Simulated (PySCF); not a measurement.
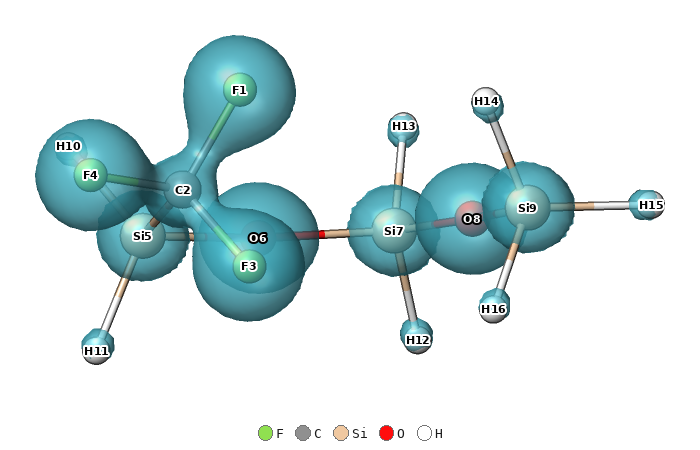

Figure 1: CH7F3O2Si3. Isosurface of the electron density at 1.5 e/Å³ (cyan), seen from one side.

Geometry: GFN2-xTB.

Computed with PySCF 2.14.0, PBE0/pcSseg-1, SCF density, gas phase, non-relativistic.

```yaml
atoms:
  - { symbol: F, position_ang: [0.7309, 0.5286, 1.9240] }
  - { symbol: C, position_ang: [1.7157, 0.4980, 1.0019] }
  - { symbol: F, position_ang: [1.4679, 1.5276, 0.1636] }
  - { symbol: F, position_ang: [2.8445, 0.8353, 1.6643] }
  - { symbol: Si, position_ang: [1.8433, -1.2141, 0.0826] }
  - { symbol: O, position_ang: [0.4062, -1.5249, -0.5317] }
  - { symbol: Si, position_ang: [-1.1745, -1.3852, -0.9710] }
  - { symbol: O, position_ang: [-1.7123, 0.0924, -0.6873] }
  - { symbol: Si, position_ang: [-1.9501, 1.6606, -0.2867] }
  - { symbol: H, position_ang: [2.1550, -2.1935, 1.1137] }
  - { symbol: H, position_ang: [2.8137, -1.0100, -0.9837] }
  - { symbol: H, position_ang: [-1.1654, -1.6102, -2.4077] }
  - { symbol: H, position_ang: [-1.8824, -2.3155, -0.1069] }
  - { symbol: H, position_ang: [-1.7665, 1.7688, 1.1555] }
  - { symbol: H, position_ang: [-3.3351, 1.9042, -0.6917] }
  - { symbol: H, position_ang: [-0.9984, 2.4469, -1.0646] }
```

How is the density connected at this value?

At this value the surface falls into 13 separate pieces. It bridges the sampled C–F (1.35 Å) contacts, where the density stays above the isovalue. It is pinched off along the sampled Si–O (1.59 Å), C–Si (1.95 Å) and Si–H (1.45 Å) contacts. On the grid the lowest density along these lines, outside the cores, is 1.8 e/Å³ (C–F, 1.35 Å), 1 e/Å³ (Si–O, 1.59 Å), 0.75 e/Å³ (C–Si, 1.95 Å) and 0.85 e/Å³ (Si–H, 1.45 Å).
